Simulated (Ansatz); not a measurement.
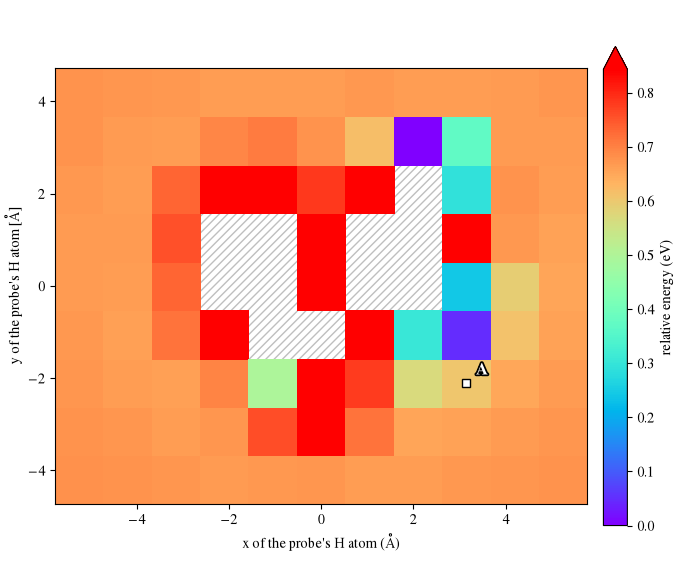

BBrH₃In (SMILES [BH2][InH][Br]) with the probe H. 
- The probe is moved over the molecule's main plane.
- Coordinates scanned: (1) x of the probe's H atom; (2) y of the probe's H atom.
- Nothing is relaxed (molecule and probe rigid).
- Grid: 11 × 9 points. At 11 points there is no value (left out of the scan, as a rule where atoms come close).
- Points are written as (first, second).
- Energies: eV, counted from the lowest grid point.
- Energies and slopes of some neighbouring points disagree (a jump in structure or state, or too coarse a mesh).
- The calculation used Ansatz, UKS PBE-D4/def2-SVP.

Drawn: one coloured cell a grid point, one colour for all values above the top of the scale, hatched blanks where no value was computed, the point A.

Q: Which way does the force act at A, and how strong is it?

A: A, at (3.15 Å, −2.10 Å), is not a stationary point. The computed force is 0.19 eV/Å in the plane, pointing up and left in the picture (components −0.08 and 0.17 eV/Å).
